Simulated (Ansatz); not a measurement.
# FGeH4NO: one species, many methods

How much do the methods differ for FGeH4NO? The plan is to run it at one geometry with functionals of several rungs and with coupled cluster. The yardstick is the atomisation energy at the CCSD(T) limit.

Computed with Ansatz 0.2.0, Gaussian basis. Level: functionals in def2-TZVPP, the program's frozen cores in correlated methods.

The runs, in order: LDA (SPW92), PBE-D4, revPBE-D4, BLYP-D4, r2SCAN-D4, B97M-V, PBE0-D4, B3LYP-D4, r2SCANh-D4, r2SCAN0-D4, HSE06-D4, BHLYP-D4, CAM-B3LYP-D4, LC-ωPBE, ωB97X-V, ωB97M-V, B2PLYP, PBE-QIDH; CCSD(T)/def2-SVP; CCSD(T)/def2-TZVPP; MP2/def2-QZVPP; extrapolation to the limit; RPA on PBE.

## Step 1: The geometry

All runs share one geometry, relaxed beforehand with PBE0-D4 in a triple-zeta def2 set.

8 atoms, charge 0, spin multiplicity 1.

Atoms are counted from 1 here; the program's logs count them from 0.

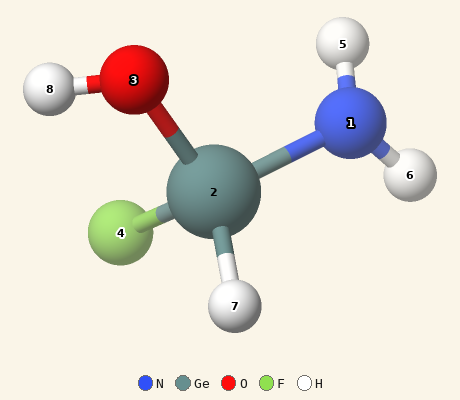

The structure; nitrogen blue, germanium teal, oxygen red, fluorine green, hydrogen white; atoms are numbered from 1 in the order of the file.

As a file:

```
N    -0.5842    1.2816    0.0719
Ge    0.4300   -0.1769   -0.2072
O     0.3325   -1.1068    1.2823
F    -0.1996   -1.2573   -1.4292
H    -1.5048    1.1120    0.4494
H    -0.6221    1.9629   -0.6706
H     1.8422    0.1784   -0.6722
H     0.3982   -2.0511    1.1197
```

## Step 2: LDA

This LDA is Slater exchange with PW92 correlation.

in.yaml reads:

```yaml
crystal:
  periodic: [false, false, false]
  atoms:
    - {symbol: N, position_ang: [-0.584242, 1.281609, 0.071889]}
    - {symbol: Ge, position_ang: [0.429993, -0.176885, -0.207171]}
    - {symbol: O, position_ang: [0.332468, -1.106850, 1.282329]}
    - {symbol: F, position_ang: [-0.199553, -1.257313, -1.429244]}
    - {symbol: H, position_ang: [-1.504761, 1.112032, 0.449350]}
    - {symbol: H, position_ang: [-0.622144, 1.962897, -0.670626]}
    - {symbol: H, position_ang: [1.842246, 0.178432, -0.672158]}
    - {symbol: H, position_ang: [0.398191, -2.051122, 1.119730]}
basis:
  gaussian: {orbitals: def2-TZVPP}
hamiltonian: {xc: lda}
output: {orbitals: {seedname: orbitals}}
```

The run is started by

```
> ansatz run in.yaml --threads 2 --pin off --events-out ev --progress --plain --max-ram 4352MiB
```

The runs that follow: PBE-D4 (GGA); revPBE-D4 (GGA); BLYP-D4 (GGA); r2SCAN-D4 (meta-GGA); B97M-V (meta-GGA); B3LYP-D4 (hybrid); r2SCANh-D4 (hybrid); r2SCAN0-D4 (hybrid); HSE06-D4 (hybrid); BHLYP-D4 (hybrid); CAM-B3LYP-D4 (range-separated); LC-ωPBE (range-separated); ωB97X-V (range-separated); ωB97M-V (range-separated); B2PLYP (double hybrid); PBE-QIDH (double hybrid); CCSD(T) in def2-SVP; CCSD(T) in def2-TZVPP; MP2 in def2-QZVPP; RPA on PBE orbitals.

Q: Predict the results of all the runs planned. Wanted: atomisation energy, CCSD(T)/CBS; farthest beyond LDA; mean size of error, GGA; mean size of error, meta-GGA; mean size of error, hybrid; mean size of error, range-separated; mean size of error, double hybrid; gap, smallest and largest; T1 diagnostic.

The runs gave:

| quantity | value |
| --- | --- |
| atomisation energy, CCSD(T)/CBS | 2754.2 kJ/mol |
| functionals within 27.5 kJ/mol (1.0 %) | PBE-D4, BLYP-D4, B97M-V, CAM-B3LYP-D4, ωB97X-V, ωB97M-V |
| farthest beyond LDA | BHLYP-D4 (-149.2 kJ/mol) |
| mean size of error, GGA | 36.2 kJ/mol |
| mean size of error, meta-GGA | 23.9 kJ/mol |
| mean size of error, hybrid | 77.2 kJ/mol |
| mean size of error, range-separated | 18.1 kJ/mol |
| mean size of error, double hybrid | 57.4 kJ/mol |
| gap, smallest and largest | 5.93 eV (BLYP-D4), 13.74 eV (LC-ωPBE) |
| T1 diagnostic | 0.0115 |
| triples share of the correlation energy | 3.3 % |

In words: The LDA atomisation energy is off by 425.5 kJ/mol (15 %): it overbinds. PBE-D4 is off by +20.4 kJ/mol. Double hybrids carry the basis error of their MP2 part in triple zeta, and no dispersion term here, so their miss is partly the set-up's. The rungs range-separated, meta-GGA miss on average by less than the doubt on the reference (27.5 kJ/mol), so they tie. Misses under about 27.5 kJ/mol are within the doubt on the reference itself, which lacks core-valence correlation, relativity and higher excitations, and its outer-core shells are covered unevenly. Hartree-Fock recovers 66 % of the binding; the rest is correlation. CCSD(T) in def2-SVP is off by -241.4 kJ/mol, worse than the median functional, from the basis alone. The gap grows from 5.9 to 13.7 eV across the functionals, mostly with the share of exact exchange. Correlated methods include outer-core shells of Ge, which these sets cover unevenly.
